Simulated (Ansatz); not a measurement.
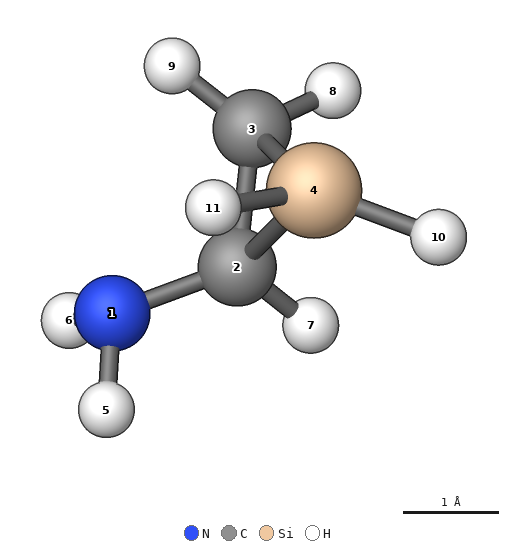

Starting structure of C₂H₇NSi (coarse preliminary run). A ball-and-stick model, seen from a free direction.

The start comes from a force field.

The calculation used RKS PBE-D4/def2-SVP (Ansatz 0.2.0).

Input
```yaml
crystal:
  periodic: [false, false, false]
  atoms:
    - {symbol: N, position_ang: [-1.308000, 0.771700, -0.333500]}
    - {symbol: C, position_ang: [0.022600, 0.530900, 0.047700]}
    - {symbol: C, position_ang: [0.236500, -0.526500, 1.037800]}
    - {symbol: Si, position_ang: [0.930100, -1.087200, -0.583400]}
    - {symbol: H, position_ang: [-1.394700, 1.295300, -1.259400]}
    - {symbol: H, position_ang: [-1.803700, 1.452000, 0.329900]}
    - {symbol: H, position_ang: [0.748800, 1.367700, 0.010300]}
    - {symbol: H, position_ang: [1.074200, -0.336200, 1.791000]}
    - {symbol: H, position_ang: [-0.578400, -1.048600, 1.495300]}
    - {symbol: H, position_ang: [2.225600, -0.730900, -1.001200]}
    - {symbol: H, position_ang: [-0.087700, -1.745100, -1.513900]}
basis:
  gaussian: {orbitals: def2-SVP}
hamiltonian: {xc: pbe, dispersion: d4}
relax: {f_tol: 0.03, max_steps: 200}
```

Question: What does the optimiser find from here?

Answer: Over 5 geometry steps the energy falls by 51.2 kJ/mol. The largest force component goes from 2.7 to 0.022 eV/Å. The atom that moves furthest after the best rigid fit is H10 (0.25 Å). Largest moves by element: H 0.25 Å, Si 0.19 Å, C 0.09 Å, N 0.05 Å. Some distances before and after: Si4–H10 1.407 → 1.495 Å, C2–C3 1.464 → 1.544 Å, C2–Si4 1.960 → 1.895 Å, N1–H5 1.067 → 1.027 Å. Among the angles between lasting bonds that change: C2–Si4–H11 104.1° → 118.2°, C2–Si4–H10 108.2° → 119.5°, Si4–C2–H7 108.0° → 116.6°.

The structure at the end:

```xyz
11

N    -1.3462    0.8096   -0.3294
C     0.0437    0.6021   -0.0006
C     0.2959   -0.5121    1.0375
Si    0.8479   -0.9651   -0.6988
H    -1.4426    1.3038   -1.2240
H    -1.8097    1.3888    0.3856
H     0.7080    1.4876    0.1302
H     1.0645   -0.3195    1.8053
H    -0.6136   -0.9975    1.4312
H     2.3129   -0.9703   -0.9988
H     0.0045   -1.8845   -1.5177
```

The end point in the same view:

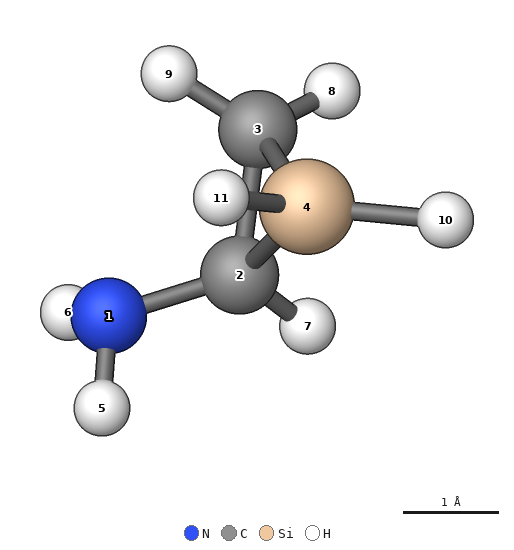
